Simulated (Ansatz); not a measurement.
# CH4FNSi (SMILES N=C[SiH2]F): what the fields show

Input

```
crystal:
  periodic: [false, false, false]
  atoms:
    - { symbol: "N", position_ang: [-0.5262, 1.62, -0.6326] }
    - { symbol: C, position_ang: [0.1108, 0.9652, 0.2017] }
    - { symbol: Si, position_ang: [0.1686, -0.9069, 0.2044] }
    - { symbol: F, position_ang: [-0.6399, -1.4499, -0.9856] }
    - { symbol: H, position_ang: [-1.0705, 1.0509, -1.3306] }
    - { symbol: H, position_ang: [0.6999, 1.5007, 0.9775] }
    - { symbol: H, position_ang: [1.6198, -1.3881, 0.0174] }
    - { symbol: H, position_ang: [-0.2703, -1.4489, 1.492] }
basis:
  gaussian: { orbitals: "6-31G*" }
hamiltonian:
  xc: revpbe
  dispersion: d4
relax:
  f_tol: 0.015
  max_steps: 40
output:
  orbitals: {}
```

Run with:

```sh
ansatz run input.yaml --threads 1 --pin off --max-ram 2048MiB --backend cpu --events-out ev --progress --plain --runs-dir out
```

The fields are those of the relaxed geometry.

These are results of RKS revPBE-D4/6-31G* in Ansatz 0.2.0, not measurements.

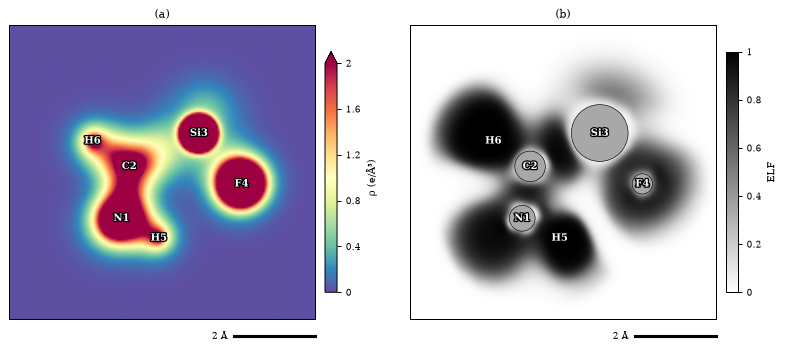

Figure 1. (a) total electron density; (b) electron localisation function on the plane of atoms N1, C2 and Si3. Grey discs cover the atomic cores in the ELF map.

Question: What do the fields say about this system?

Answer: Atoms in the plane: N, C, Si, F and H. C–N (1.29 Å): ρ at the midpoint is about 2.7 e/Å³; the ELF peaks at about 0.90 between the atoms: a covalent bond. Si–F (1.64 Å): the density is about 1 e/Å³ at the midpoint; the ELF peaks at about 0.80 in the valence shell of F, 0.6 Å from its nucleus, and is about 0.50 at the midpoint. C–Si (1.90 Å): the density is about 0.95 e/Å³ at the midpoint; the ELF peaks at about 1 between the atoms: localised, covalent bonding. N–H (1.04 Å): the density is about 2.7 e/Å³ at the midpoint; the ELF climbs to about 1 towards the hydrogen, as it does in any bond to H; a covalent bond by its length. C–H (1.11 Å): ρ at the midpoint is about 1.9 e/Å³; the ELF climbs to about 1 towards the hydrogen; an ordinary covalent bond to hydrogen. The ELF also peaks beside N1 and F4, away from the bonds: lone-pair regions.

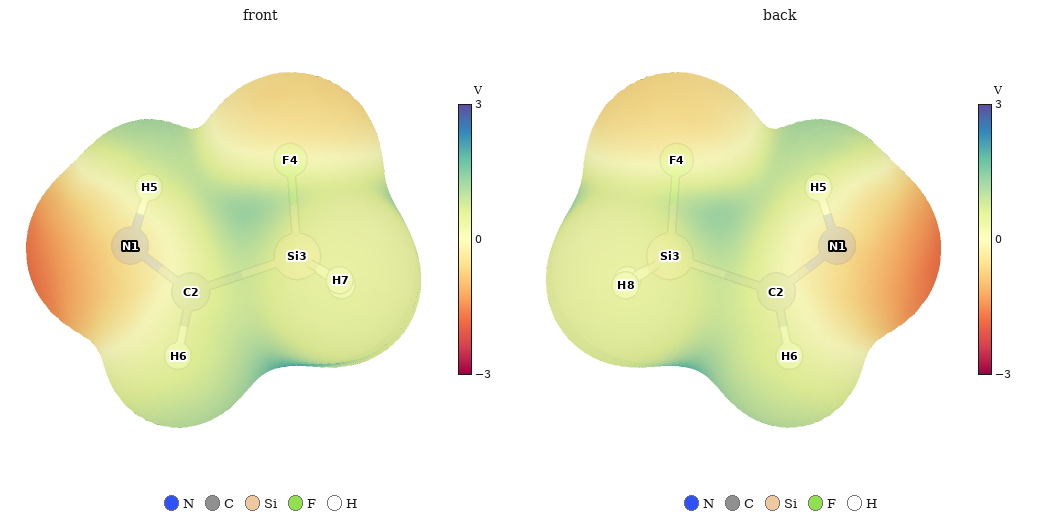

Figure 2. The molecular electrostatic potential painted on the density surface at 0.002 e/bohr³, seen from the front and from behind; red is negative and blue positive.

Question: Which sites attract a positive test charge, and which a negative one?

Answer: A positive charge is drawn to the negative regions and a negative charge to the positive ones. The most negative region (about −1.7 V) lies over N1, the most positive (about +1.9 V) over Si3. N1 is the likeliest acceptor of a hydrogen bond.

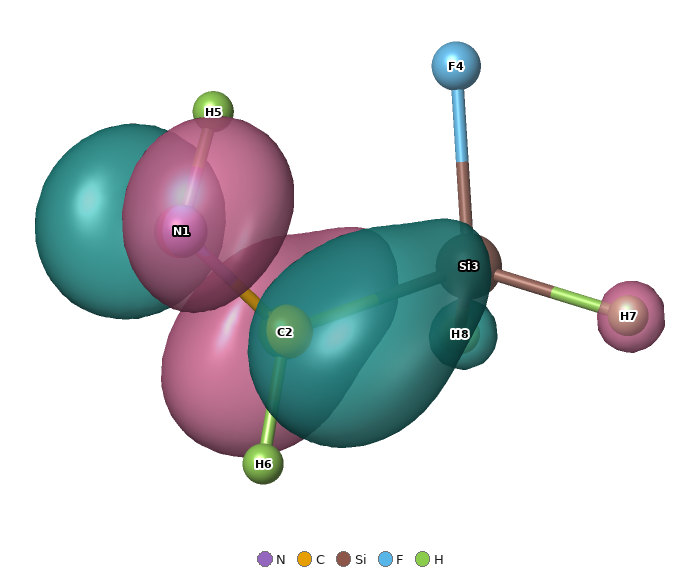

Figure 3. The LUMO at ±0.15 Å⁻³ᐟ² (teal and pink are the two phases), seen at a tilt.

Question: What is the character of this orbital?

Answer: Its weight (Hirshfeld) is mainly on N1 (about 40 %) and C2 (about 40 %); π-antibonding (π*) across N1–C2. Its energy is −1.94 eV.

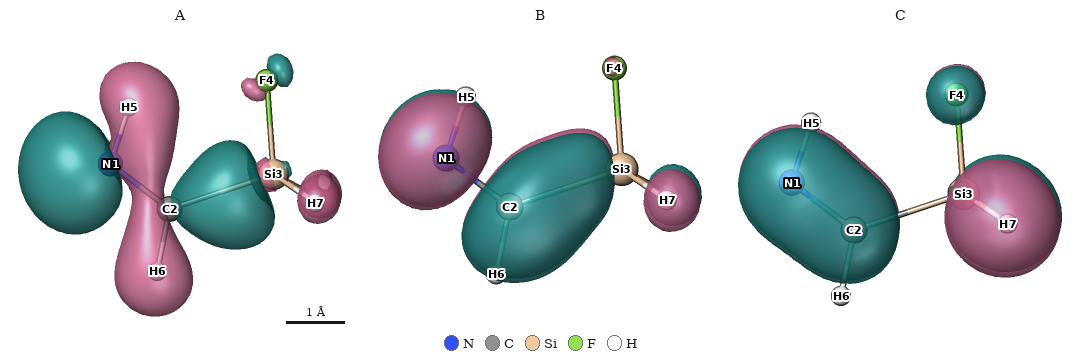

Figure 4. Three frontier orbitals at ±0.1 Å⁻³ᐟ² (teal and pink are the two phases), in no order.

Question: Which picture is the HOMO−1, the HOMO and the LUMO?

Answer: C is the HOMO−1 (−7.88 eV). It lies mainly on N1 (about 35 %), C2 (about 25 %), Si3 (about 15 %), H8 (about 10 %) and H7 (about 10 %). A is the HOMO (−5.85 eV). By Hirshfeld shares it lies mainly on N1 (about 55 %), C2 (about 15 %), Si3 (about 10 %) and H5 (about 5 %). B is the LUMO (−1.94 eV). By Hirshfeld shares it lies mainly on N1 (about 40 %) and C2 (about 40 %); π-antibonding (π*) across N1–C2.

Question: What is the HOMO–LUMO gap?

Answer: 3.91 eV between the orbital energies.
